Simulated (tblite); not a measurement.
## Molecular dynamics, with input and output: C₄H₆O₂

System: C₄H₆O₂ (vinyl acetate), SMILES C=COC(C)=O.
Method: GFN2-xTB Langevin dynamics, gas phase (tblite 0.8.0).

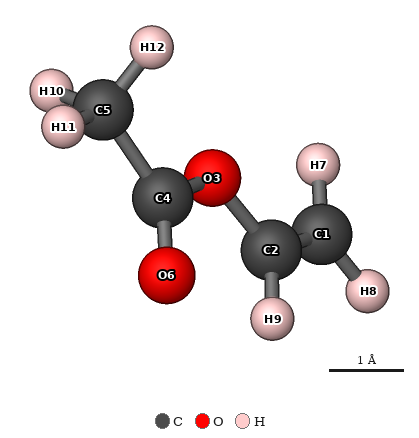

*The starting structure (ball-and-stick view, seen at a tilt; atoms are numbered from 1 in the order of the input).*

Bond lengths as drawn: C–C 1.32 to 1.50 Å, C–H 1.07 to 1.09 Å and C–O 1.20 to 1.38 Å.

### Results in brief

| quantity | value |
| --- | --- |
| outcome | finished |
| mean temperature over the second half | 295 K |
| trajectory | 41 frames kept, 1000 fs |
| hardware | 1 CPU thread, shared host |
| wall time | 7.1 s |
| peak memory | 0.18 GiB |

### Input
```
{"job": {"kind": "md", "xc": "GFN2-xTB", "basis": "xTB", "temperature": 300, "steps": 2000, "every": 50}, "charge": 0, "multiplicity": 1}
C     -2.283621     0.171984     1.079581
C     -1.309319    -0.422922     0.418174
O     -0.136986     0.237962     0.133462
C      0.825878    -0.416427    -0.548632
C      2.016877     0.478191    -0.752201
O      0.725977    -1.550250    -0.928862
H     -2.192460     1.189352     1.416265
H     -3.195040    -0.350899     1.298012
H     -1.349643    -1.442936     0.057067
H      2.399393     0.797562     0.214260
H      2.786562    -0.056551    -1.299597
H      1.713581     1.364248    -1.304649
```

The first line tells a small driver script what to run in tblite; the rest is the geometry in Å.

Launched with:
```bash
OMP_NUM_THREADS=1 python <driver script> task.json out
```

### The program's output
```
t/fs     T/K      E/eV
    0.0   261.5   -536.95593
   25.0   213.3   -536.71713
   50.0   266.8   -536.63294
   75.0   376.0   -536.72477
  100.0   326.5   -536.58791
  125.0   284.4   -536.55583
  150.0   381.2   -536.72700
  175.0   313.2   -536.58104
  200.0   283.8   -536.67955
  225.0   214.5   -536.63563
  250.0   179.4   -536.67504
  275.0   201.1   -536.59846
  300.0   237.5   -536.53143
  325.0   343.4   -536.46457
  350.0   238.0   -536.43200
  375.0   200.4   -536.53272
  400.0   252.1   -536.54541
  425.0   221.2   -536.59342
  450.0   315.3   -536.46514
  475.0   380.1   -536.50298
  500.0   339.7   -536.66210
  525.0   339.8   -536.70274
  550.0   279.6   -536.64108
  575.0   200.7   -536.45629
  600.0   282.1   -536.52376
  625.0   305.4   -536.60924
  650.0   282.7   -536.43509
  675.0   363.7   -536.64164
  700.0   243.7   -536.55493
  725.0   376.6   -536.70251
  750.0   212.4   -536.59370
  775.0   268.9   -536.63881
  800.0   306.7   -536.65991
  825.0   281.2   -536.59098
  850.0   256.4   -536.55112
  875.0   368.3   -536.65765
  900.0   229.2   -536.52568
  925.0   356.2   -536.63483
  950.0   253.4   -536.43791
  975.0   396.3   -536.64762
 1000.0   257.9   -536.48825
```

### Trajectory as extended XYZ (Å, eV, eV/Å), 8 of the 41 frames kept, from step=0 to step=40
```
12
Properties=species:S:1:pos:R:3:forces:R:3 step=0 time_fs=0.0 energy=-536.95593 temperature=261.5
C    -2.2836    0.1720    1.0796    0.0038  -0.0011  -0.0003
C    -1.3093   -0.4229    0.4182    0.0027   0.0019  -0.0037
O    -0.1370    0.2380    0.1335    0.0013   0.0018   0.0000
C     0.8259   -0.4164   -0.5486   -0.0002  -0.0008   0.0041
C     2.0169    0.4782   -0.7522   -0.0009   0.0012  -0.0006
O     0.7260   -1.5502   -0.9289    0.0005  -0.0009  -0.0014
H    -2.1925    1.1894    1.4163   -0.0029  -0.0026   0.0004
H    -3.1950   -0.3509    1.2980    0.0034   0.0028  -0.0010
H    -1.3496   -1.4429    0.0571   -0.0031  -0.0012   0.0017
H     2.3994    0.7976    0.2143   -0.0004  -0.0018   0.0027
H     2.7866   -0.0566   -1.2996   -0.0013  -0.0018   0.0008
H     1.7136    1.3642   -1.3046   -0.0028   0.0025  -0.0026
12
Properties=species:S:1:pos:R:3:forces:R:3 step=6 time_fs=150.0 energy=-536.72700 temperature=381.2
C    -2.6752    0.1271    1.0430   -0.4666   1.1373  -0.2663
C    -1.6453   -0.3486    0.3829    1.1179  -0.3964   0.0316
O    -0.4305    0.3651    0.3460   -0.8846  -0.5594  -0.4637
C     0.5580   -0.0451   -0.4878    0.1637   1.1692   0.8587
C     1.6184    1.0673   -0.5362    1.0340  -1.3832   0.3398
O     0.5757   -1.0876   -1.0634    0.0362  -0.2170  -0.2689
H    -2.6060    1.1715    1.3912   -0.2933  -0.8878   0.1155
H    -3.6296   -0.3915    1.0217    0.4204   0.2708   0.2442
H    -1.6410   -1.3427   -0.0686    0.2600   0.3406   0.0144
H     2.6345    0.5444   -0.6858   -1.4693   1.0103   0.0586
H     1.3656    1.7059   -1.3733    0.2195   0.0222  -0.1128
H     1.6417    1.6722    0.3901   -0.1378  -0.5066  -0.5514
12
Properties=species:S:1:pos:R:3:forces:R:3 step=11 time_fs=275.0 energy=-536.59846 temperature=201.1
C    -2.7616    0.0700    1.0301   -1.8408   1.0974   1.5461
C    -1.6552   -0.4952    0.6368    0.8662   0.5050  -0.6879
O    -0.4304    0.1492    0.7525   -0.1688   0.3569   0.4257
C     0.4638    0.0635   -0.2454   -0.0886  -1.0859   0.2065
C     1.6402    0.9567   -0.1040   -0.3332   1.1209   1.2495
O     0.3825   -0.7347   -1.1376   -0.3924  -0.2219  -0.4135
H    -2.8384    0.9646    1.7184    0.3898  -1.0547  -1.1461
H    -3.7326   -0.3932    0.8171    0.6424   0.1040   0.2161
H    -1.6608   -1.3636    0.0163    0.1887  -0.4773  -0.3062
H     1.9603    1.1192   -1.1158    0.8352  -0.1019  -0.1367
H     1.3108    1.9450    0.2977    0.3349  -0.7207  -0.0320
H     2.3710    0.4979    0.6081   -0.4337   0.4782  -0.9215
12
Properties=species:S:1:pos:R:3:forces:R:3 step=17 time_fs=425.0 energy=-536.59342 temperature=221.2
C    -2.8009    0.0693    1.5162    1.8957   0.1923   0.2022
C    -1.7509   -0.5236    0.8956   -2.5743   0.6453   0.5727
O    -0.5596    0.0895    0.8565    1.0702   1.1584   0.4906
C     0.2807   -0.2375   -0.1309    1.0490  -0.0563   0.5738
C     1.6493    0.5135   -0.0340   -1.4227  -1.6165  -1.4134
O     0.0078   -1.1176   -0.8954    0.4257  -0.0257  -0.7769
H    -2.6053    1.0076    2.1397   -0.5325  -1.4991  -1.1152
H    -3.7637   -0.4064    1.5001    0.0731   0.1823   0.1907
H    -1.8078   -1.4191    0.2818   -0.2221   0.0508   0.1675
H     2.2840   -0.0400   -0.7375    0.0473   0.2787   0.1393
H     1.5168    1.5172   -0.4130    0.1211   0.1798   0.4824
H     2.0355    0.3724    0.9516    0.0698   0.5100   0.4862
12
Properties=species:S:1:pos:R:3:forces:R:3 step=23 time_fs=575.0 energy=-536.45629 temperature=200.7
C    -2.3869   -0.6641    2.2607   -1.2565  -0.3809   2.8216
C    -1.6190   -0.7606    1.2249   -1.1037  -2.6871  -1.5258
O    -0.5936    0.0076    0.9526    2.3573   1.3115  -0.1113
C     0.2519   -0.4005   -0.0334   -0.1813   0.0951  -0.7918
C     1.3218    0.6383   -0.3667   -1.3851  -0.4843  -0.9001
O    -0.0195   -1.3461   -0.7273    0.5843  -0.0708   0.2059
H    -2.0983   -0.0438    3.1170   -0.4749   0.1145  -0.5867
H    -3.2246   -1.3687    2.4574    0.8585   0.7609  -0.3897
H    -1.7833   -1.6062    0.5100   -0.0074   0.8579   0.1875
H     1.7970    0.3416   -1.3291   -0.2902   0.2477   0.8072
H     0.6150    1.4706   -0.5307    0.9007   0.2748  -0.0556
H     2.0576    0.8680    0.3779   -0.0017  -0.0393   0.3387
12
Properties=species:S:1:pos:R:3:forces:R:3 step=29 time_fs=725.0 energy=-536.70251 temperature=376.6
C    -2.4980   -0.3879    2.0423   -0.4218   0.0737  -0.2477
C    -1.5164   -0.8275    1.2802   -0.3755  -0.9818   0.1834
O    -0.6720    0.0201    0.6666    0.3113   0.9030  -0.6701
C    -0.0675   -0.3638   -0.4806   -0.2412  -1.3282   0.5281
C     1.0519    0.5345   -0.7580    1.5286   0.7039  -1.1670
O    -0.2578   -1.4241   -1.0324   -0.2956   0.7725   0.2562
H    -2.6910    0.6804    2.0680    0.0224  -0.3457   0.2919
H    -3.1862   -1.0738    2.5147    0.2284   0.2595   0.0316
H    -1.2641   -1.8684    1.0702   -0.3132   0.0259   0.2550
H     1.3875    0.3926   -1.8068   -0.0528  -0.0456   0.6236
H     0.9105    1.6118   -0.6195   -0.2752  -0.4409   0.2952
H     1.8400    0.1698   -0.0723   -0.1155   0.4038  -0.3801
12
Properties=species:S:1:pos:R:3:forces:R:3 step=34 time_fs=850.0 energy=-536.55112 temperature=256.4
C    -2.5247   -0.0589    2.0489   -1.6870  -1.0061  -0.4227
C    -1.9779   -0.5132    0.9285    0.4431  -0.8519  -0.4685
O    -0.6787   -0.1561    0.5819   -0.2928   0.6545   1.0058
C     0.1121   -0.5646   -0.3974    0.2288  -0.7660  -1.0855
C     1.3653    0.2724   -0.4793    0.2576   0.5034   1.0165
O    -0.0745   -1.4830   -1.1680   -0.3994   0.4961   0.7532
H    -2.0048    0.4383    2.8252    0.3221   0.6337   0.0711
H    -3.6162   -0.2730    2.2466    1.5236   0.1119  -0.2270
H    -2.4349   -1.2712    0.2632    0.0667   0.8349   0.2178
H     1.8969    0.0407   -1.3676    0.1361  -0.0665  -0.9854
H     1.2217    1.3465   -0.3584   -0.4596  -0.1033  -0.3094
H     2.0727    0.0512    0.3142   -0.1392  -0.4409   0.4343
12
Properties=species:S:1:pos:R:3:forces:R:3 step=40 time_fs=1000.0 energy=-536.48825 temperature=257.9
C    -2.3867   -0.7510    2.1624   -0.8967   0.6728  -0.3550
C    -1.8176   -0.5576    1.0032    0.8026  -0.5543  -1.6962
O    -0.4427   -0.2662    0.8665   -2.2150   0.5494   1.3913
C     0.1524   -0.6318   -0.2419   -0.0888  -0.8347   0.2603
C     1.4900   -0.1207   -0.2368    2.5962   1.9851  -0.7725
O    -0.3038   -1.3663   -1.0499   -1.0872  -1.0035  -1.4782
H    -2.0233   -0.4374    3.0818    1.2626   0.0743   1.2534
H    -3.4314   -0.8937    2.2292   -0.8388  -0.4281  -0.3322
H    -2.3181   -0.7671    0.0149    0.5868   0.1637   1.0982
H     1.9005    0.0018   -1.2586   -0.4489   0.1292   0.3486
H     1.4756    0.8454    0.2957    0.3066  -0.3058  -0.2507
H     2.2182   -0.7586    0.2300    0.0208  -0.4481   0.5330
```

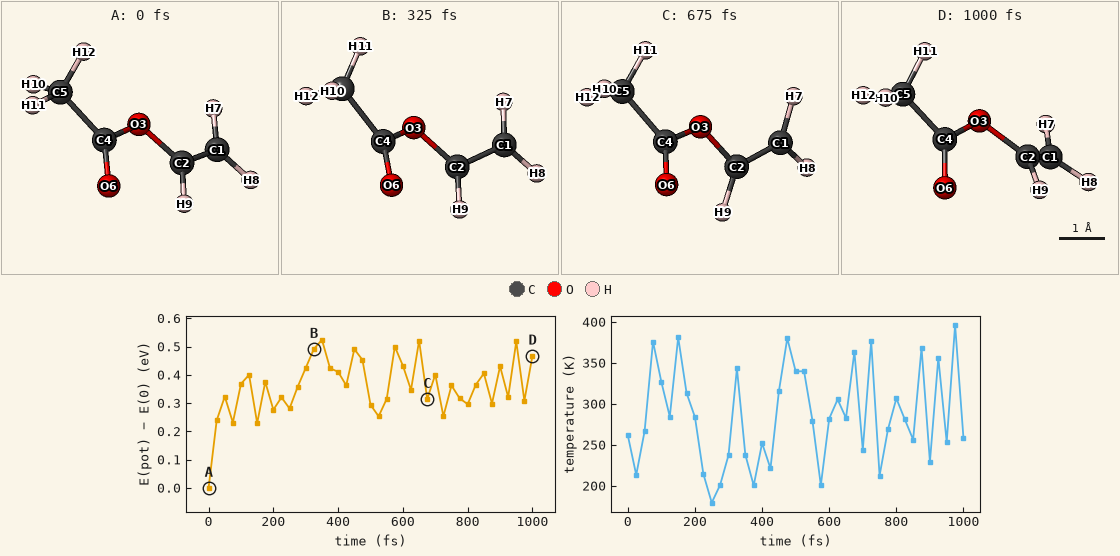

*Frames of the molecular dynamics (ball-and-stick, seen at a tilt) above the curves, on which the letters mark them.*

The trajectory kept here has 41 frames over 1000 fs. The temperature starts at 262 K, ranges from 179 to 396 K and averages 295 K over the second half. The potential energy ends 0.468 eV above its first value. After an unweighted best fit of the last frame on the first, the root-mean-square displacement is 0.94 Å, and H10 has moved furthest (1.86 Å).
